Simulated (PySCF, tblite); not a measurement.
**C5H9BO2: geometry, infrared bands and NMR shifts**

Aim: predict the infrared bands and NMR shifts of C5H9BO2 (`C=CC/C=C/B(O)O`).

Programs: tblite 0.8.0 and PySCF 2.14.0, with density-fitted response routines of our own. Each step states its level of theory. These are calculated values for one molecule in the gas phase, unless marked as measured. Atoms count from 0, in the outputs and in this text.

**1. Starting geometry**

17 atoms, charge 0, multiplicity 1; geometry from: force field or distance geometry start.

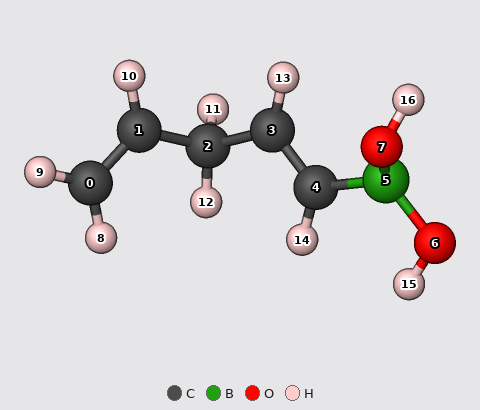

The starting geometry (carbon dark grey, boron green, oxygen red, hydrogen pink), atoms numbered; sticks join atoms by distance.

**2. Geometry optimisation with GFN2-xTB**

The job: settings as JSON, then the geometry in Å.

```
{"job": {"kind": "relax", "xc": "GFN2-xTB", "basis": "xTB"}, "charge": 0, "multiplicity": 1}
C     -2.813800     0.380200     1.128300
C     -2.262000     0.181700    -0.088200
C     -1.172900    -0.842400    -0.274100
C      0.079400    -0.195000    -0.786600
C      1.149800    -0.356900     0.014800
B      2.539300     0.251600    -0.381800
O      3.672000    -0.203000     0.462600
O      2.631800     1.671100    -0.767500
H     -2.465700    -0.226200     1.984300
H     -3.608800     1.123400     1.270800
H     -2.598800     0.771500    -0.945000
H     -1.466400    -1.586900    -1.058400
H     -1.034800    -1.409500     0.673000
H      0.118400     0.342300    -1.717600
H      1.051700    -0.912100     0.951300
H      3.303800    -0.700300     1.264300
H      2.869900     1.722500    -1.740100
```

Run with:

```
$ OMP_NUM_THREADS=1 python probes_run.py task.json out
```

This one command runs all jobs of the session in turn.

What it wrote:

```text
step      E/eV     max force
  0    -669.84911    4.209
  1    -670.45044    2.639
  2    -670.72990    1.562
  3    -670.80829    0.920
  4    -670.85298    0.482
  5    -670.87602    0.433
  6    -670.90330    0.480
  7    -670.93388    0.519
  8    -670.95514    0.380
  9    -670.96755    0.291
 10    -670.97717    0.243
 11    -670.98836    0.265
 12    -670.99974    0.290
 13    -671.00983    0.300
 14    -671.01804    0.253
 15    -671.02669    0.298
 16    -671.04161    0.384
 17    -671.06608    0.768
 18    -671.10242    0.784
 19    -671.16717    0.704
 20    -671.23235    0.991
 21    -671.20849    2.732
 22    -671.33498    1.511
 23    -671.38362    0.697
 24    -671.42646    0.741
 25    -671.47175    1.032
 26    -671.49475    0.355
 27    -671.51298    0.234
 28    -671.52035    0.217
 29    -671.52774    0.201
 30    -671.53439    0.162
 31    -671.53910    0.130
 32    -671.54175    0.154
 33    -671.54358    0.132
 34    -671.54557    0.102
 35    -671.54811    0.092
 36    -671.54941    0.082
 37    -671.55076    0.094
 38    -671.55230    0.119
 39    -671.55425    0.151
 40    -671.55599    0.121
 41    -671.55717    0.068
 42    -671.55800    0.065
 43    -671.55890    0.079
 44    -671.55998    0.102
 45    -671.56097    0.084
 46    -671.56160    0.047
 47    -671.56200    0.042
 48    -671.56242    0.046
 49    -671.56288    0.048
 50    -671.56328    0.039
 51    -671.56358    0.040
 52    -671.56386    0.035
 53    -671.56417    0.037
 54    -671.56448    0.035
 55    -671.56475    0.040
 56    -671.56498    0.053
 57    -671.56521    0.053
 58    -671.56546    0.049
 59    -671.56567    0.033
 60    -671.56584    0.028
 61    -671.56603    0.055
 62    -671.56627    0.049
 63    -671.56657    0.067
 64    -671.56681    0.044
 65    -671.56697    0.032
 66    -671.56711    0.027
 67    -671.56727    0.031
 68    -671.56744    0.029
 69    -671.56758    0.030
 70    -671.56769    0.023
 71    -671.56778    0.020
 72    -671.56787    0.022
 73    -671.56796    0.027
 74    -671.56806    0.028
 75    -671.56817    0.027
 76    -671.56833    0.034
 77    -671.56854    0.041
 78    -671.56881    0.050
 79    -671.56909    0.061
 80    -671.56935    0.055
 81    -671.56961    0.049
 82    -671.56990    0.047
 83    -671.57022    0.037
 84    -671.57046    0.035
 85    -671.57059    0.025
 86    -671.57067    0.023
 87    -671.57074    0.021
 88    -671.57082    0.017
 89    -671.57089    0.015
 90    -671.57094    0.015
 91    -671.57098    0.014
 92    -671.57101    0.013
 93    -671.57103    0.010
 94    -671.57105    0.010
 95    -671.57107    0.012
 96    -671.57109    0.013
 97    -671.57112    0.013
 98    -671.57116    0.016
 99    -671.57122    0.018
100    -671.57129    0.023
101    -671.57136    0.024
102    -671.57143    0.022
103    -671.57150    0.019
104    -671.57160    0.026
105    -671.57171    0.027
106    -671.57184    0.025
107    -671.57195    0.022
108    -671.57204    0.018
109    -671.57210    0.021
110    -671.57216    0.022
111    -671.57221    0.017
112    -671.57226    0.020
113    -671.57231    0.018
114    -671.57235    0.023
115    -671.57241    0.016
116    -671.57245    0.012
117    -671.57247    0.011
118    -671.57248    0.013
119    -671.57249    0.007
```

It took 2.2 s on 1 thread of Intel Xeon at 2.50GHz, shared host; peak memory 0.18 GiB.

Step by step: (not every step is listed)

```csv
step,energy from step 0 (eV),largest force (eV/Å)
0,0.0000,4.2086
1,-0.6013,2.6387
2,-0.8808,1.5621
3,-0.9592,0.9199
4,-1.0039,0.4824
5,-1.0269,0.4327
6,-1.0542,0.4804
7,-1.0848,0.5190
8,-1.1060,0.3799
18,-1.2533,0.7837
28,-1.6712,0.2172
38,-1.7032,0.1186
48,-1.7133,0.0459
58,-1.7164,0.0494
68,-1.7183,0.0291
78,-1.7197,0.0503
88,-1.7217,0.0172
98,-1.7220,0.0159
108,-1.7229,0.0181
114,-1.7232,0.0230
115,-1.7233,0.0158
116,-1.7233,0.0122
117,-1.7234,0.0112
118,-1.7234,0.0128
119,-1.7234,0.0072
```

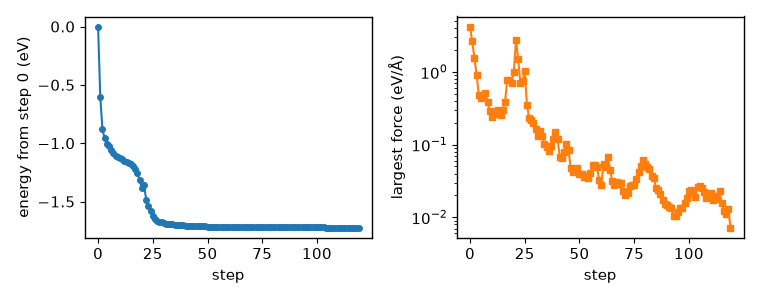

Energy and force, step by step.

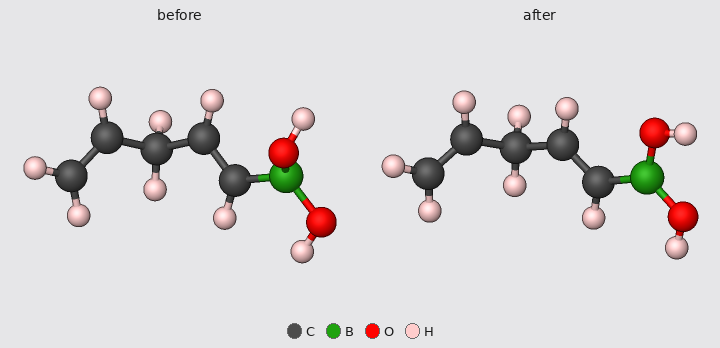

Before and after, at one scale.

Distances of close pairs at the start and the end, largest changes first:

```csv
bond,before (Å),after (Å),change (Å)
B5–O7,1.474,1.352,-0.122
B5–O6,1.484,1.367,-0.117
O6–H15,1.013,0.955,-0.058
O7–H16,1.003,0.958,-0.045
C0–C1,1.350,1.319,-0.031
C0–H8,1.105,1.078,-0.027
C2–H11,1.121,1.096,-0.024
C2–H12,1.113,1.091,-0.021
```

The final coordinates are the input of the step that follows.

**3. Infrared spectrum with GFN2-xTB**

The job: settings as JSON, then the geometry in Å.

```
{"job": {"kind": "ir", "xc": "GFN2-xTB", "basis": "xTB"}, "charge": 0, "multiplicity": 1}
C     -2.985152     0.313327     1.121131
C     -2.318222     0.196271    -0.010818
C     -1.260759    -0.834251    -0.267656
C      0.045295    -0.177118    -0.592308
C      1.185784    -0.367840     0.063720
B      2.535428     0.338854    -0.308214
O      3.692923     0.137484     0.390607
O      2.579235     1.182797    -1.363073
H     -2.811622    -0.349306     1.953415
H     -3.735589     1.071870     1.266165
H     -2.505994     0.877235    -0.830603
H     -1.565656    -1.438446    -1.129874
H     -1.152862    -1.490267     0.597688
H      0.031664     0.509580    -1.427848
H      1.178326    -1.057752     0.903569
H      3.633126    -0.462591     1.131230
H      3.447075     1.562184    -1.507040
```

What it wrote:

```text
mode    cm-1     km/mol
  1      30.7      1.51
  2      49.7      0.13
  3     102.7      0.66
  4     106.3      0.55
  5     143.6      1.11
  6     289.6      0.42
  7     314.4      5.30
  8     393.4      3.36
  9     424.9     10.78
 10     489.7     13.95
 11     524.6      2.36
 12     539.6     79.13
 13     621.2    217.93
 14     636.1     87.68
 15     752.8     14.66
 16     803.9      2.36
 17     889.7     22.24
 18     922.7      2.97
 19     946.4      1.85
 20     956.0    158.58
 21     962.2    117.32
 22    1020.6      6.49
 23    1033.2     18.80
 24    1064.9     52.14
 25    1102.8     23.16
 26    1172.2     33.35
 27    1202.9    190.06
 28    1239.6    206.83
 29    1284.0     63.35
 30    1290.9    290.70
 31    1309.1     69.24
 32    1317.3     51.86
 33    1416.3      2.53
 34    1454.8      2.40
 35    1683.1    141.42
 36    1720.0     12.37
 37    2919.6     32.61
 38    2989.8     16.02
 39    3003.4     77.69
 40    3057.9     24.85
 41    3070.7     54.68
 42    3097.4     26.22
 43    3122.7     61.13
 44    3615.4     18.98
 45    3660.7     11.90
```

Wall time 1.4 s (1 thread of Intel Xeon at 2.50GHz, shared host); peak memory 0.18 GiB.

The strongest bands and the atoms that carry them (share of the mass-weighted mode):

```csv
cm⁻¹,km/mol,atoms
621,217.9,H16 61 %
636,87.7,"C1 21 %, H9 17 %, H8 13 %, B5 11 %"
956,158.6,"H15 61 %, H16 21 %, O6 13 %"
962,117.3,"H16 45 %, O7 19 %, H15 15 %"
1203,190.1,"B5 24 %, H14 17 %, H11 15 %, H13 15 %"
1240,206.8,"B5 27 %, H11 15 %, H12 14 %, H13 12 %"
1291,290.7,"B5 52 %, O7 12 %, H13 10 %"
1683,141.4,"C3 49 %, C4 44 %"
```

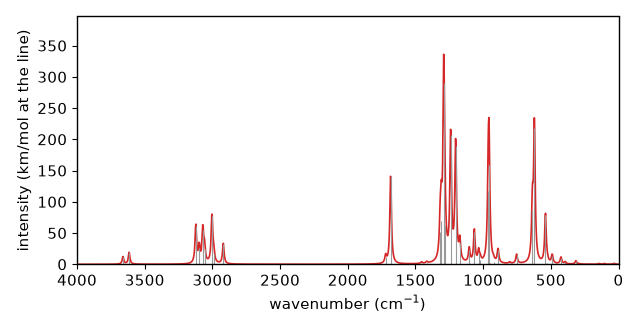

The infrared spectrum from these modes, unscaled. Lines are broadened to a width of 14 cm⁻¹ (Lorentzian).

**4. Shielding tensors: PBE0/pcSseg-1**

The job, as its differences from that of step 3:

```diff
@@ -1,2 +1,2 @@
-{"job": {"kind": "ir", "xc": "GFN2-xTB", "basis": "xTB"}, "charge": 0, "multiplicity": 1}
+{"job": {"kind": "nmr", "xc": "PBE0", "basis": "pcSseg-1"}, "charge": 0, "multiplicity": 1}
 C     -2.985152     0.313327     1.121131
```

With the program's defaults for keys left out, this is: GIAO PBE0/pcSseg-1 NMR shielding, non-relativistic, gas phase.

What it wrote:

```text
coarse grid: 14272 points
cycle   1  E = -370.6259346082  dE =  1.068e+00  |g| = 8.992e-01  |ddm| = 3.586e+00
cycle   2  E = -370.5278007552  dE =  9.813e-02  |g| = 1.185e+00  |ddm| = 1.402e+00
cycle   3  E = -370.7794636212  dE = -2.517e-01  |g| = 9.901e-02  |ddm| = 8.465e-01
cycle   4  E = -370.7815133460  dE = -2.050e-03  |g| = 3.284e-02  |ddm| = 1.062e-01
cycle   5  E = -370.7817421103  dE = -2.288e-04  |g| = 1.535e-02  |ddm| = 3.664e-02
cycle   6  E = -370.7817978891  dE = -5.578e-05  |g| = 3.975e-03  |ddm| = 1.411e-02
cycle   7  E = -370.7818017164  dE = -3.827e-06  |g| = 6.877e-04  |ddm| = 3.573e-03
final grid: 138016 points
cycle   8  E = -370.8469952800  dE = -4.556e-05  |g| = 9.311e-03  |ddm| = 2.915e-02
cycle   9  E = -370.8469857434  dE =  9.537e-06  |g| = 1.175e-02  |ddm| = 1.571e-02
cycle  10  E = -370.8470152214  dE = -2.948e-05  |g| = 1.315e-03  |ddm| = 8.809e-03
cycle  11  E = -370.8470155722  dE = -3.508e-07  |g| = 2.511e-04  |ddm| = 1.032e-03
cycle  12  E = -370.8470155808  dE = -8.574e-09  |g| = 1.707e-04  |ddm| = 3.203e-04
cycle  13  E = -370.8470155879  dE = -7.184e-09  |g| = 2.531e-05  |ddm| = 1.472e-04
cycle  14  E = -370.8470155881  dE = -1.465e-10  |g| = 7.306e-06  |ddm| = 2.898e-05
converged SCF energy = -370.8470155881

GIAO shielding tensors (ppm)
atom      isotropic    diamagn.    paramagn.     s11        s22        s33       span
  0 C       65.929     253.057    -187.127    -44.764     84.475    158.076    202.840
  1 C       42.441     257.322    -214.881    -79.386     49.749    156.961    236.347
  2 C      137.002     247.911    -110.909    120.478    139.173    151.355     30.877
  3 C       25.713     259.152    -233.439   -103.644     26.325    154.458    258.102
  4 C       59.832     259.410    -199.578    -42.050     70.022    151.524    193.574
  5 B       75.316     194.914    -119.597     64.919     67.410     93.620     28.700
  6 O      215.726     384.980    -169.254    113.447    264.636    269.095    155.647
  7 O      231.013     386.988    -155.975    134.979    270.662    287.399    152.420
  8 H       26.342      31.540      -5.198     23.258     25.714     30.054      6.796
  9 H       26.464      28.348      -1.884     23.781     25.373     30.239      6.458
 10 H       25.487      31.343      -5.856     23.421     24.770     28.270      4.849
 11 H       28.370      30.010      -1.640     25.497     27.046     32.566      7.069
 12 H       28.975      33.535      -4.560     26.207     29.845     30.874      4.667
 13 H       24.640      34.636      -9.996     21.180     23.168     29.571      8.392
 14 H       26.335      35.908      -9.573     23.394     25.325     30.288      6.894
 15 H       27.851      32.608      -4.757     21.900     24.743     36.911     15.011
 16 H       27.879      28.435      -0.556     21.934     23.863     37.841     15.907
```

It took 91 s on 1 thread of Intel Xeon at 2.50GHz, shared host; peak memory 0.81 GiB.

Shifts follow as δ = σ(reference) − σ, with reference shieldings (ppm) from runs at the same level and on the same kind of geometry: 1H TMS 31.72, 13C TMS 186.9, 17O H2O 336.1, 11B BF3·OEt2 100.1. The references are single molecules in the gas phase, so shifts against H2O, NH3, PH3, H3PO4 or CFCl3 are not on the usual liquid scales and can be off by tens of ppm. Atoms listed in one row are averaged.

```csv
atoms,environment,σ (ppm),δ (ppm),δ scaled to CDCl3
C3,alkene CH,25.7,161.2,155.4
C1,alkene CH,42.4,144.5,139.1
C4,alkene CH,59.8,127.1,122.1
C0,terminal =CH2 carbon,65.9,121.0,116.2
C2,allylic sp3 CH2,137.0,49.9,46.8
H13,hydrogen on an alkene CH,24.64,7.08,6.78
H10,hydrogen on an alkene CH,25.49,6.23,5.98
H14,hydrogen on an alkene CH,26.34,5.38,5.18
H8,hydrogen on a terminal =CH2 carbon,26.34,5.38,5.17
H9,hydrogen on a terminal =CH2 carbon,26.46,5.25,5.06
"H15, H16",hydrogen on an oxygen bonded to B,27.87,3.85,–
"H11, H12",hydrogen on an allylic sp3 CH2,28.67,3.04,2.98
B5,"boron bonded to C, 2 O",75.3,24.8,–
"O6, O7","oxygen bonded to B, H",223.4,112.7,–
```

The scaled column applies a straight-line fit of computed shieldings to shifts measured in CDCl3 (root-mean-square error 0.16 ppm for H, 1.9 ppm for C).

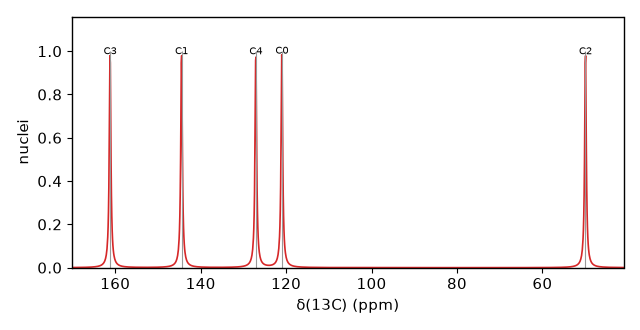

13C lines at the computed shifts, without couplings. Lines are broadened to a width of 0.45 ppm (Lorentzian).

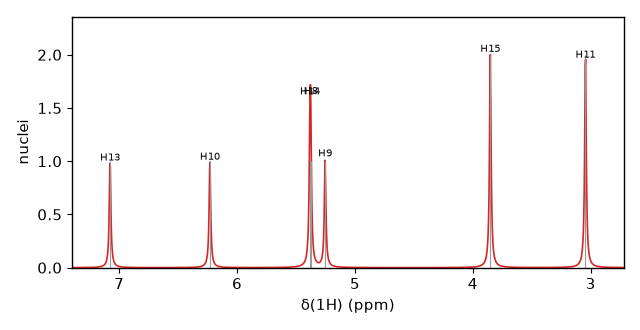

1H lines at the computed shifts, without couplings. Lines are broadened to a width of 0.02 ppm (Lorentzian).

Charges from the same density, by scheme (e):

```csv
atoms,Mulliken,IAO,Hirshfeld,ESP fit
C0,-0.15,-0.32,-0.11,-0.54
C1,-0.24,-0.12,-0.03,0.00
C2,-0.12,-0.27,-0.07,-0.16
C3,-0.18,-0.07,-0.01,0.10
C4,-0.35,-0.33,-0.15,-0.59
B5,0.59,0.49,0.23,0.76
"O6, O7",-0.42,-0.56,-0.26,-0.73
```

Hirshfeld charges:

C0 -0.11; C1 -0.03; C2 -0.07; C3 -0.01; C4 -0.15; B5 0.23; O6 -0.27; O7 -0.26; H8 0.04; H9 0.05; H10 0.05; H11 0.05; H12 0.05; H13 0.04; H14 0.03; H15 0.18; H16 0.18

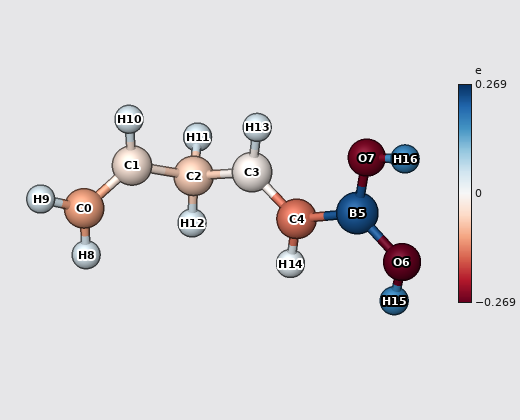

Hirshfeld charges, as colours on the atoms.

Mayer bond orders: C0–C1 2.00, C1–C2 1.01, C2–C3 1.01, C3–C4 1.90, C4–B5 0.94, B5–O6 1.19, B5–O7 1.24.

Orbitals, density, ELF and potential are computed afterwards from the orbital file.

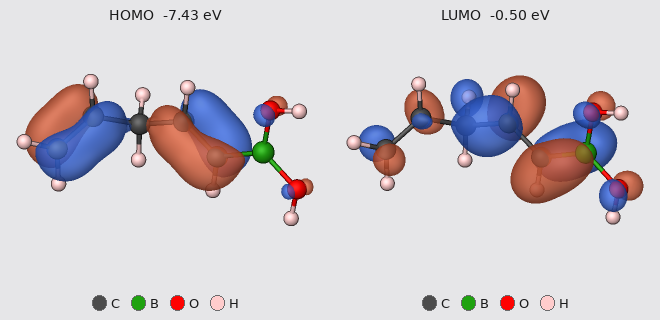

PBE0/pcSseg-1 orbitals near the gap, drawn at the value that encloses 70 % of each; the two colours are the two signs.

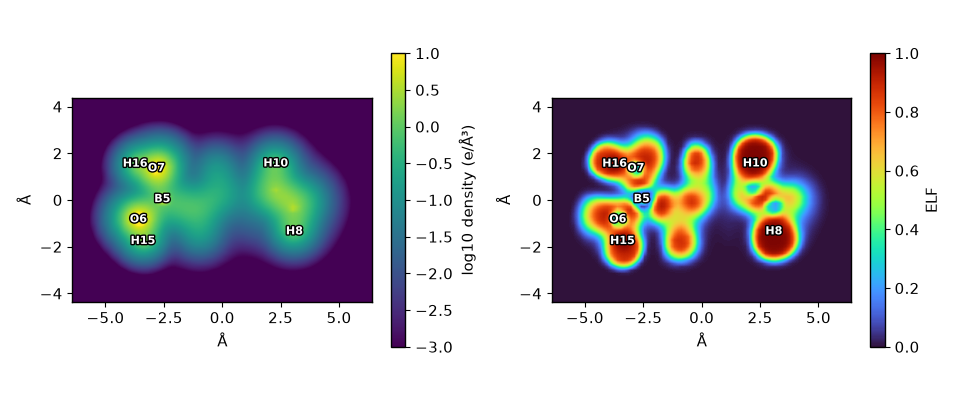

Density (left) and ELF (right) in a plane through or near 7 of the atoms.

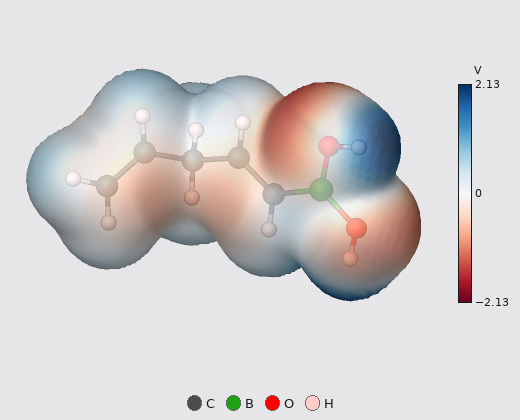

Electrostatic potential on the surface of density 0.002 e/bohr³; red is low, blue high. It runs from -1.32 V near O7 to 2.13 V near H15.

**5. Results**

| quantity | value |
| --- | --- |
| strongest single infrared mode (GFN2-xTB) | 1291 cm⁻¹, 291 km/mol |
| zero-point energy (GFN2-xTB) | 84.0 kcal/mol |
| 13C shifts against TMS (PBE0/pcSseg-1) | 161.2, 144.5, 127.1, 121.0, 49.9 ppm |
| 1H shifts against TMS (PBE0/pcSseg-1, means over atoms taken as alike) | 7.08, 6.23, 5.38, 5.38, 5.25, 3.85, 3.04 ppm |
| 11B shifts against BF3·OEt2 (PBE0/pcSseg-1) | 24.8 ppm |
| 17O shifts against H2O (PBE0/pcSseg-1, means over atoms taken as alike) | 112.7 ppm |
| surface potential, least and greatest | -1.32 V and 2.13 V |

In words: The optimisation took 119 steps and gained 1.723 eV; among the close pairs (by a distance rule), B5–O7 changed most, from 1.474 to 1.352 Å. All 45 modes are real, so the xTB geometry is a minimum. The strongest single mode, at 1291 cm⁻¹, moves mainly B5. Unscaled tight-binding wavenumbers are off by several per cent, some by more. Its intensities can rank the bands wrongly. At PBE0/pcSseg-1: Shielding is most anisotropic at C3 (span 258 ppm, paramagnetic term -233 ppm). By nearest atom (PBE0/pcSseg-1), the HOMO sits on C0, C3, C4 about 21 % each; C1 18 % and the LUMO on C3 28 %; C4 19 %.
